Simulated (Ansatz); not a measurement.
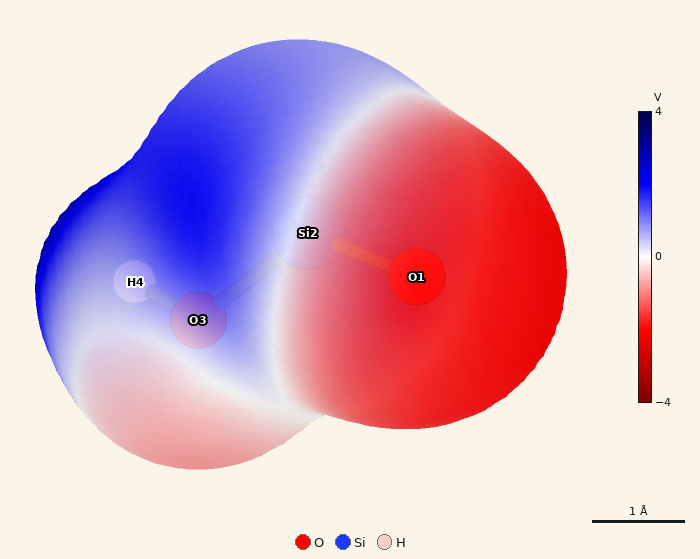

Figure. HO2Si (doublet). The electrostatic potential painted on the density surface at 0.002 e/bohr³, seen at a tilt; the colour scale runs from red (negative) to blue (positive).

Geometry: PBE0-D4/def2-TZVP.

Level of theory: UKS PBE0-D4/def2-TZVPP (Ansatz).

Which sites attract a positive test charge, and which a negative one?

Answer. A positive charge is drawn to the negative regions and a negative charge to the positive ones. The most negative region (about −2.1 V) lies over O1, the most positive (about +3.6 V) over H4. O1 is the likeliest acceptor of a hydrogen bond.
